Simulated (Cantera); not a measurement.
A closed system holds: 1 mol FeS₂, a varied amount of H₂, 19 mol N₂, held at 825 K and 63.0 Pa.

These are equilibrium values from Cantera (NASA tables, ideal gas, pure condensed phases), not measurements of a reactor. Candidate condensed phases: Fe, FeS, FeS₂, S; 16 gas species. FeS: taken at fixed stoichiometry. Gases not in the tables: S₃ to S₇. Kinetics and transport are ignored.

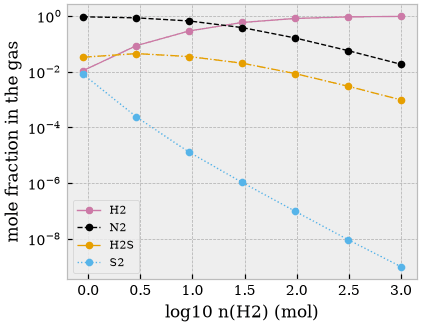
Equilibrium gas composition (values under 1e-9 drawn at 1e-9)

Read off the mole fractions at 9.3 mol H₂.

N₂ about 0.67, H₂ about 0.29, H₂S about 0.035, S₂ about 1.3e-5.
